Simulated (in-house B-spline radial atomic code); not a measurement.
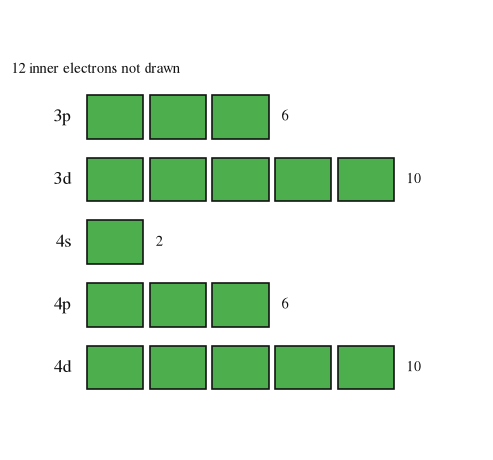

*The outer shells as the input fills them: a box for each of the 2l + 1 orbitals, shaded by the share of the shell that is filled, with the electron count at the right.*

**RPA and GW calculation for Xe⁸⁺**

System: Xe⁸⁺, configuration [Kr] 4d10.
Method: RPA, second-order and SOSEX correlation energies and G0W0 (contour deformation) on a non-relativistic mean field, all electrons, B-spline basis (in-house B-spline radial atomic code).

**Input**
```
Z = 54
electrons = 46.0
configuration = [Kr] 4d10
hamiltonian = nr
method = bhandhlyp
lmax = 9
spin_polarised = False
box_radius = 7.7
intervals = 51
```

The run was one of a batch that the task file lists, launched with:
```bash
python <driver script> task.json out
```

The program writes its results to a structured record and prints no log; tables and figures of this report are taken from that record.

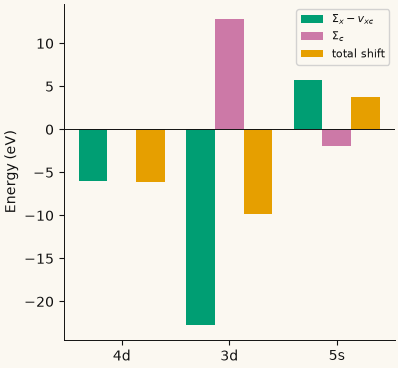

*Parts of the G₀W₀ correction to each level for Xe⁸⁺ ([Kr] 4d¹⁰). All-electron spherical atom, non-relativistic, BHandHLYP start, no spin-orbit coupling, Breit or QED terms; computed with a B-spline radial code. The quasi-particle equation is solved at full frequency; levels of low quasi-particle weight Z are left out. Σ columns are in eV, and Σc holds an estimate for the angular momenta beyond the basis.*

G₀W₀ moves the highest occupied level, 4d, from −176.28 to −182.35 eV (renormalisation factor Z = 0.97). The empty level 5s goes from −106.40 to −102.60 eV.

```
Level  Mean field (eV)  Σx − vxc (eV)  Σc (eV)     Z  G₀W₀ (eV)
   4d          −176.28          −6.00    −0.07  0.97    −182.35
   3d          −798.00         −22.68    12.80  0.91    −807.88
   5s          −106.40           5.77    −1.97  0.99    −102.60
```

**Key numbers**

```
                                                                   quantity                      value
                                                                    outcome                  converged
                                                    mean-field total energy        −7219.54118 hartree
                                     total energy with exact exchange alone        −7217.14232 hartree
                                                      exact exchange energy         −176.14327 hartree
RPA correlation, extrapolated in the angular momentum of the empty orbitals           −3.51578 hartree
                                                 RPA correlation, as summed           −3.45457 hartree
                                                   direct second-order term           −3.87709 hartree
                                                 second-order exchange term            1.07016 hartree
                                                                 SOSEX term            1.01552 hartree
                                                                   hardware  1 CPU thread, shared host
                                                                  wall time                      2.9 s
```

**Notes**

Relativity is left out, which matters for an atom this heavy. To bear in mind: relativity is absent.
